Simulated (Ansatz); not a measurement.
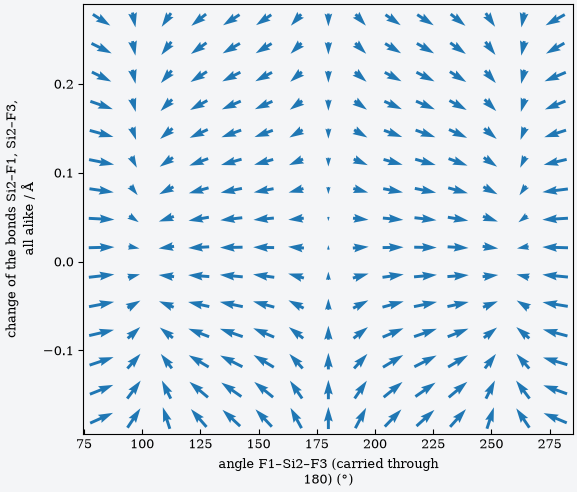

F₂Si, SMILES F[Si]F. The first coordinate is: angle F1–Si2–F3 (carried through 180); the second: change of the bonds Si2–F1, Si2–F3, all alike. Nothing is relaxed (all other coordinates rigid). The grid has 15 × 15 points; 120 points were computed and 105 follow by symmetry. Points are written as (first, second). Theory: RKS PBE0-D4/def2-TZVP in Ansatz 0.2.0.

In the figure: arrows along the force (downhill), their lengths compressed.

The arrows alone are given. Where are the wells?

Answer. The arrows converge at about (101°, 0.000 Å); about (258°, 0.00 Å) (read from the interpolated surface).

The energy map of the same scan:

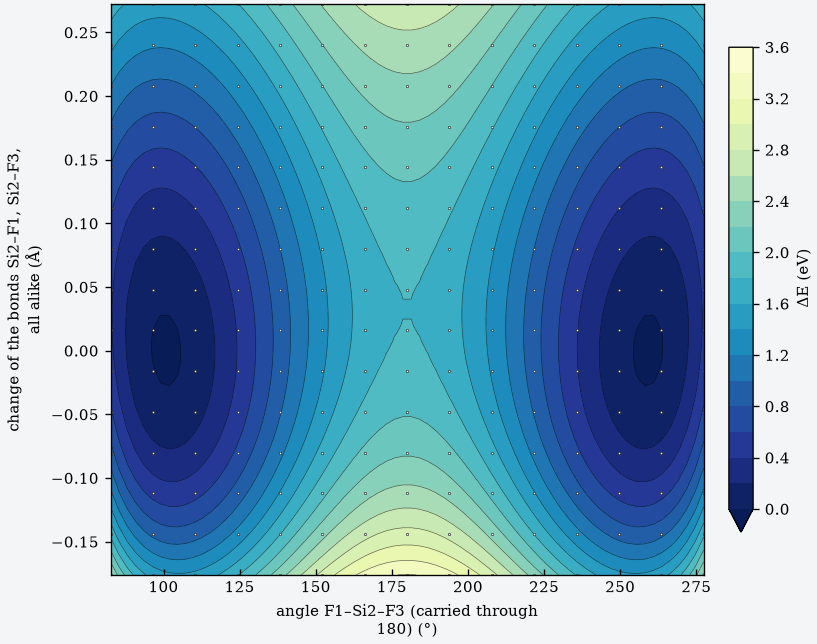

Energies are in eV, from the lowest grid point; between grid points the surface is interpolated.
